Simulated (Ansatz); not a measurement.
# G0W0 on several functionals: BaTiO3 (R3m), part 2 of 2

One-shot GW is not self-consistent; how far does the start matter for BaTiO3 (R3m)?

Ansatz 0.2.0; G0W0 on several functionals, plane waves, PAW. Known limits of the many-body steps: not at the basis limit; no spin-orbit coupling; coarse k mesh.

So far. Step 3 (G0W0 on r2SCAN): Against the run with 4×4×4 mesh, 145 empty bands, screening to 100 eV, PAW set soft_1 files on LDA, the gap moves by −0.05 eV, while the start moved by +0.45 eV. Step 4 (G0W0 on HSE06): Against the run with 4×4×4 mesh, 145 empty bands, screening to 100 eV, PAW set soft_1 files on r2SCAN, the gap moves by +0.29 eV, while the start moved by +1.09 eV.

In doubt: masses and optical values from hybrid runs of this build are listed as unsure (steps 4, 5, 6), which bears on the screening that GW takes from such a start.

**5. G0W0 on PBE0**

This step: G0W0 on PBE0, plane waves, PAW; PAW set soft_1.

Contents of input.yaml:

```yaml
crystal:
  lattice:
    - [2.8273666084, 1.6323808724, 2.3183934932]
    - [-2.8273666084, 1.6323808724, 2.3183934932]
    - [0.0, -3.2647617449, 2.3183934932]
  atoms:
    - { symbol: Ba, position: [0.0, 0.0, 0.0] }
    - { symbol: Ti, position: [0.4845, 0.4845, 0.4845] }
    - { symbol: O, position: [0.5086, 0.5086, 0.0175] }
    - { symbol: O, position: [0.0175, 0.5086, 0.5086] }
    - { symbol: O, position: [0.5086, 0.0175, 0.5086] }
kpoints:
  mp_grid: { grid: [4, 4, 4] }
hamiltonian:
  xc: pbe0
  pseudopotentials: { kind: paw, azcp: { folder: soft_1 } }
scf:
  occupations: { method: fixed }
gw:
  n_empty_bands: 145
  ecut_chi: 100
  qp_bands: [v2, c2]
  qp_kpoints: band_edges
  screening: { model: contour_deformation }
```

On the command line:

```bash
$ ansatz run input.yaml --threads 3 --pin off --max-ram 92160MiB --backend cuda --events-out ev --progress --plain --runs-dir out --devices 1 --max-vram 13GiB
```

Numbers of over 12 decimals in the logs are rounded to 6 here.

Log:

```text
GPUs: using 1 of 1 available (devices: 1).
[...]
GPU FFT provider: cuFFT
GPU libraries: cuBLAS 13.8.2, cuFFT 12.4.0, cuSOLVER 12.3.4
Crystal: 5 atoms, lattice volume = 64.201 Å³
Basis set: ecut = 420 eV, 1237 PW (Γ)
Bands: 25, of which v1, the nominal top of the filled ones, is band 20 counted from 1 (19 counted from 0)
Symmetry: 6 space group operations
[...]
k-points: 13 of 64 (time reversal used)
[...]
1    21     13.5176   -12.4706    -5.5047   -18.6153  0.7934    14.1614    14.1575  root
     1    22     14.1847   -13.2558    -5.6634   -19.5992  0.7829    14.8698    14.8648  root
[...]
12    19      8.7668   -25.9035     4.3027   -22.2787  0.7823     9.4403     9.4446  root
    12    20      8.7798   -25.9278     4.3118   -22.2944  0.7823     9.4540     9.4582  root
    12    21     15.6613   -14.0786    -6.4483   -21.2270  0.7547    16.3685    16.3614  root
    12    22     15.8315   -14.1957    -6.5155   -21.4227  0.7522    16.5505    16.5429  root
[key lines of the parts left out:]
Free energy (F): -10163.151236 eV
Fermi energy:    8.779823 eV
```

Wall time 42 s (1 × NVIDIA H100 80GB HBM3 (shared by 6 runs) with 3 threads of AMD EPYC 7R13 (Zen 3), shared host); peak memory 1.4 GiB; 43 s of CPU time.

This step gave:

| Quantity | Value |
| --- | --- |
| bands summed | 165 |
| RPA ε∞ on this mesh (eigenvalues) | 3.879, 4.139, 4.139 |
| plane waves in the screening matrix | 147 |
| G0W0 gap on the mesh | 4.595 eV |
| k of the valence top | -0.5, -0.5, -0.5 |
| k of the conduction bottom | 0, 0, 0 |
| starting gap on the mesh | 4.643 eV |
| least direct G0W0 gap on the computed points | 4.969 eV |

Against the run with 4×4×4 mesh, 145 empty bands, screening to 100 eV, PAW set soft_1 files on HSE06, the gap moves by +0.26 eV, while the start moved by +0.75 eV.

**6. G0W0 on Hartree-Fock**

This step: G0W0 on Hartree-Fock, plane waves, PAW; PAW set soft_1.

input.yaml: that of step 5 with these lines changed.

```diff
@@ -14,3 +14,3 @@
 hamiltonian:
-  xc: pbe0
+  xc: hf
   pseudopotentials: { kind: paw, azcp: { folder: soft_1 } }
```

Log:

```text
GPUs: using 1 of 1 available (devices: 1).
[...]
GPU FFT provider: cuFFT
GPU libraries: cuBLAS 13.8.2, cuFFT 12.4.0, cuSOLVER 12.3.4
Crystal: 5 atoms, lattice volume = 64.201 Å³
Basis set: ecut = 420 eV, 1237 PW (Γ)
Bands: 25, of which v1, the nominal top of the filled ones, is band 20 counted from 1 (19 counted from 0)
Symmetry: 6 space group operations
[...]
k-points: 13 of 64 (time reversal used)
[...]
1    21     18.2840   -10.6038    -3.9800   -10.6200  0.8854    14.3621    14.3202  root
     1    22     19.0625   -11.3979    -4.0405   -11.4097  0.8803    15.0800    15.0339  root
[...]
12    19      5.4678   -26.1769     3.2859   -26.1600  0.8754     8.7074     8.7369  root
    12    20      5.4773   -26.1962     3.2910   -26.1795  0.8754     8.7220     8.7516  root
    12    21     21.0498   -12.4915    -4.3970   -12.4948  0.8655    16.7233    16.6562  root
    12    22     21.2857   -12.7106    -4.4604   -12.7131  0.8630    16.8988    16.8278  root
[key lines of the parts left out:]
Free energy (F): -10044.011455 eV
Fermi energy:    5.477253 eV
```

Wall time 36 s (1 × NVIDIA H100 80GB HBM3 (shared by 6 runs) with 3 threads); peak memory 1.5 GiB.

This step gave:

```yaml
bands_summed: 165
rpa_eps_infinity_on_this_mesh_eigenvalues: 2.339, 2.402, 2.402
plane_waves_in_the_screening_matrix: 147
g0w0_gap_on_the_mesh: 5.489 eV
k_of_the_valence_top: -0.5, -0.5, -0.5
k_of_the_conduction_bottom: 0, 0, 0
starting_gap_on_the_mesh: 12.67 eV
least_direct_g0w0_gap_on_the_computed_points: 5.960 eV
```

Against the run with 4×4×4 mesh, 145 empty bands, screening to 100 eV, PAW set soft_1 files on PBE0, the gap moves by +0.89 eV, while the start moved by +8.03 eV.

**7. Side by side**

All on the 4×4×4 mesh with 145 empty bands and screening to 100 eV. Times are wall times on 1 × NVIDIA H100 80GB HBM3 (shared by 6 runs) with 3 threads of AMD EPYC 7R13 (Zen 3), shared host, good to a factor of about two.

| start | starting gap (eV) | shift (eV) | G0W0 gap (eV) | RPA ε∞ (harmonic mean) | Z (valence, conduction) | time |
| --- | --- | --- | --- | --- | --- | --- |
| LDA | 2.35 | +1.74 | 4.09 | 5.75 | 0.73, 0.74 | 15 s |
| r2SCAN | 2.80 | +1.24 | 4.04 | 5.04 | 0.74, 0.75 | 23 s |
| HSE06 | 3.89 | +0.45 | 4.34 | 4.31 | 0.77, 0.78 | 43 s |
| PBE0 | 4.64 | −0.05 | 4.60 | 4.05 | 0.78, 0.80 | 42 s |
| Hartree-Fock | 12.67 | −7.18 | 5.49 | 2.38 | 0.88, 0.89 | 36 s |

The parts of the quasiparticle energy at the two band edges (eV; QP = start + Σx + Σc − Vxc):

```
   run               edge  start      Σx     Σc     Vxc     Z     QP
   LDA        valence top   9.82  -25.76   4.77  -20.90  0.73   9.72
   LDA  conduction bottom  12.17  -13.03  -6.00  -20.67  0.74  13.81
r2SCAN        valence top   9.88  -25.92   4.72  -21.24  0.74   9.92
r2SCAN  conduction bottom  12.69  -12.93  -5.95  -20.16  0.75  13.96
 HSE06        valence top   9.17  -25.92   4.45  -21.89  0.77   9.58
 HSE06  conduction bottom  13.06  -12.31  -5.59  -18.76  0.78  13.92
  PBE0        valence top   8.78  -25.93   4.31  -22.29  0.78   9.46
  PBE0  conduction bottom  13.42  -12.29  -5.45  -18.37  0.80  14.05
```

For a hybrid start, Vxc holds its share of exact exchange.

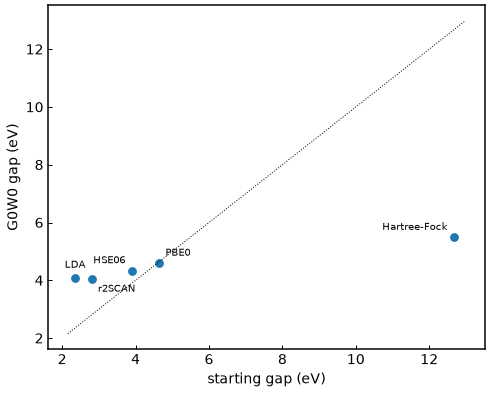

G0W0 gap against starting gap; on the dotted line the correction would vanish.

**8. Results**

```json
{
  "G0W0@LDA": "4.09 eV (start 2.35 eV)",
  "G0W0@r2SCAN": "4.04 eV (start 2.80 eV)",
  "G0W0@HSE06": "4.34 eV (start 3.89 eV)",
  "G0W0@PBE0": "4.60 eV (start 4.64 eV)",
  "G0W0@Hartree-Fock": "5.49 eV (start 12.67 eV)",
  "known limits": "not at the basis limit; no spin-orbit coupling; coarse k mesh"
}
```

**Reading.** The starting gaps span 10.32 eV and the G0W0 gaps 1.45 eV. Between LDA and Hartree-Fock, 1.40 eV of the 10.32 eV survives, 14 %. The order is not kept throughout: r2SCAN starts 0.45 eV above LDA and ends 0.05 eV below it, so orbitals matter beside the gap. Hartree-Fock screens less than LDA (ε∞ 2.38 against 5.75). Of the 1.40 eV by which its G0W0 gap is higher, the correlation part gives +3.55 eV, and exchange with the one-particle terms, which follow the orbitals, −2.15 eV. On Hartree-Fock the correction is negative: that start lies above its own G0W0 value. The smallest correction, −0.05 eV, is on PBE0, the start nearest to reproducing itself. Bands and cutoff are finite, so the gap is not at the basis limit. The miss can reach some tenths of an eV and take either sign; the mesh is an error of its own. The 4×4×4 mesh is coarse for this cell (its supercell is 16 Å along the shortest edge). The RPA ε∞ on it, from the LDA start, is 5.44 and 5.92; such meshes misread the long-range screening, most where the gap is narrow. The program warns that the mesh is coarse for exact exchange, which bears on the hybrid start's gap. The many-body steps are scalar-relativistic: spin-orbit coupling is not in them.

[Paths, hosts, dates, memory and timing lines, banners, echoed tables and standing remarks are left out of the program output.]

[Logs are printed without paths, hosts, clocks, repeated set-up lines and the standing remarks that a program may print on its own settings, such as how far it seeks lower states.]

[Runs of the session that timed out or met a known fault of the program may be left out.]

[Cells called generated may have been cut or substituted from an entry of the Crystallography Open Database or the Materials Project.]

[Hosts, paths, dates, database ids (printed as entryN), source tags and the programs' standing remarks are cut or masked in the printed files.]
